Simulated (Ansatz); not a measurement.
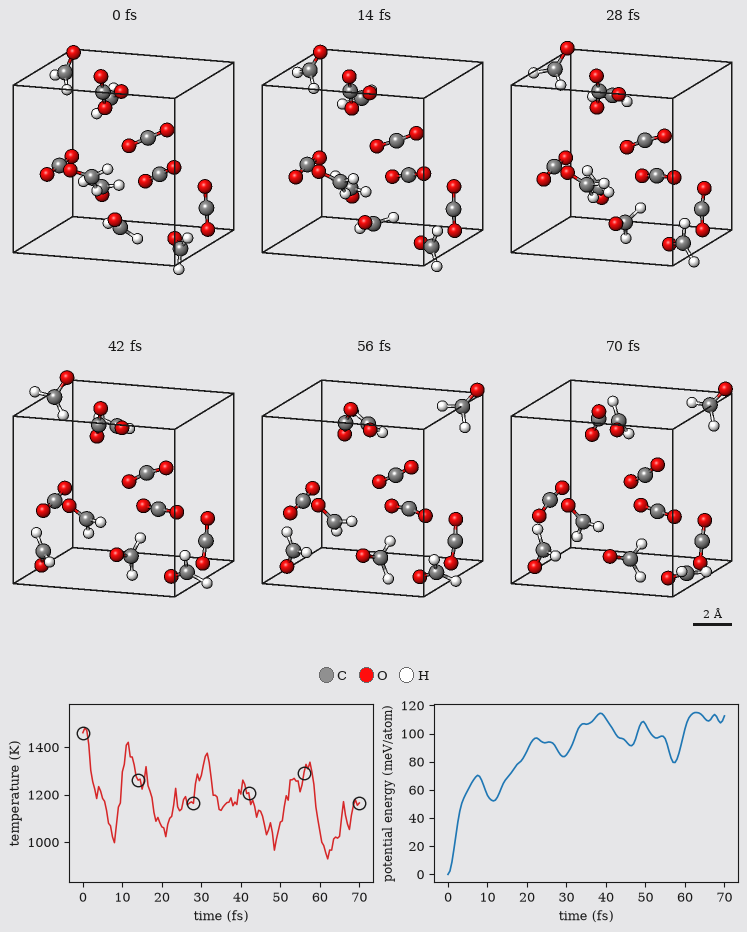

Molecular dynamics of a periodic cell with 5 CO2 + 6 H2CO at 0.868 g/cm³, 70 fs long. Frames and the history of the run. A ball-and-stick model of the simulation cell, seen from a free direction. Atoms that leave the cell re-enter on the other side.

All numbers below come from DFT PBE-D3(BJ), scalar-relativistic, plane waves, PAW in Ansatz 0.2.0. Run with plane-wave cutoff 420 eV; k-point mesh 1 × 1 × 1; Fermi-Dirac smearing 0.05 eV; Langevin thermostat (NVT); set temperature 1500 K; time step 0.5 fs; friction 0.02 per fs.

Q: What happens in this trajectory?

A: Root-mean-square distances from the starting positions over the second half, with the common drift of all atoms taken out: H 1.41 Å, C 0.54 Å, O 0.48 Å. The heavy atoms stay within a fraction of a molecule's size of their starting places, while the hydrogen atoms travel further, as molecules turn; so short a run doesn't tell a liquid from a solid. Over the second half the temperature averages 1138 K (spread ±98 K). The potential energy in the second half lies on average 103 meV per atom above the first frame.

The run took 22 min on 1 thread of Arm Neoverse N1, on a shared host, peak memory 0.66 GiB.
